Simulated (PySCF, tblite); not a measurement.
# C4H6BN3: geometry, infrared bands and NMR shifts

Aim: predict the infrared bands and NMR shifts of C4H6BN3 (`[H]/N=C/CC#[N+][BH2-]C#N`).

Programs: tblite 0.8.0 and PySCF 2.14.0, with density-fitted response routines of our own. Each step states its level of theory. These are calculated values for one molecule in the gas phase, unless marked as measured. Atoms are numbered from 0 throughout.

### Step 1. The molecule as given

14 atoms, charge 0, multiplicity 1; geometry from: force field or distance geometry start.

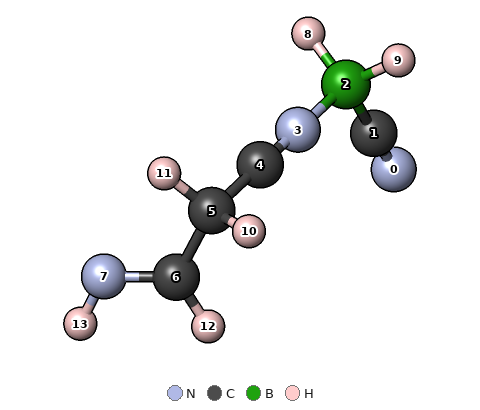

The starting geometry (nitrogen light blue, carbon dark grey, boron green, hydrogen pink), atoms numbered; sticks join atoms by distance.

### Step 2. Geometry optimisation with GFN2-xTB

Job settings and geometry (Å):

```
{"job": {"kind": "relax", "xc": "GFN2-xTB", "basis": "xTB"}, "charge": 0, "multiplicity": 1}
N     -3.315700     1.847400    -1.216000
C     -2.997200     0.872600    -0.699500
B     -2.555600    -0.453800    -0.007200
N     -1.104000    -0.457500     0.302900
C      0.033900    -0.469100     0.551300
C      1.475200    -0.453900     0.822400
C      2.224000     0.480600    -0.056100
N      3.007400    -0.008600    -0.947600
H     -2.795700    -1.332000    -0.792200
H     -3.126600    -0.622600     1.033400
H      1.595800    -0.135800     1.872500
H      1.889000    -1.489000     0.652200
H      2.151100     1.552000     0.021900
H      3.517700     0.669200    -1.560100
```

Command:

```sh
OMP_NUM_THREADS=1 python probes_run.py task.json out
```

This one command runs all jobs of the session in turn.

**Question.** This job is followed by: GFN2-xTB harmonic vibrations, gas phase; GIAO PBE0/pcSseg-1 NMR shielding, non-relativistic, gas phase. What will the session give for the following? strongest single infrared mode (GFN2-xTB); zero-point energy (GFN2-xTB); 13C shifts against TMS (PBE0/pcSseg-1); 1H shifts against TMS (PBE0/pcSseg-1, means over atoms taken as alike); 15N shifts against NH3 (PBE0/pcSseg-1); 11B shifts against BF3·OEt2 (PBE0/pcSseg-1).

As calculated:

| quantity | value |
| --- | --- |
| strongest single infrared mode (GFN2-xTB) | 2353 cm⁻¹, 225 km/mol |
| zero-point energy (GFN2-xTB) | 60.8 kcal/mol |
| 13C shifts against TMS (PBE0/pcSseg-1) | 163.5, 133.1, 119.1, 30.2 ppm |
| 1H shifts against TMS (PBE0/pcSseg-1, means over atoms taken as alike) | 12.04, 8.33, 3.73, 2.38 ppm |
| 15N shifts against NH3 (PBE0/pcSseg-1) | 384.6, 329.2, 230.9 ppm |
| 11B shifts against BF3·OEt2 (PBE0/pcSseg-1) | -42.1 ppm |

What this shows: Relaxing lowered the energy by 0.258 eV in 70 steps; the close pair that moved most is C4–C5, from 1.467 to 1.431 Å. All 36 modes are real, so the xTB geometry is a minimum. The strongest single mode, at 2353 cm⁻¹, moves mainly C1 and N0. GFN2-xTB is a fitted tight-binding method: band positions and strengths are rough. Its intensities can rank the bands wrongly. At PBE0/pcSseg-1: Shielding is most anisotropic at N7 (span 700 ppm, paramagnetic term -433 ppm).
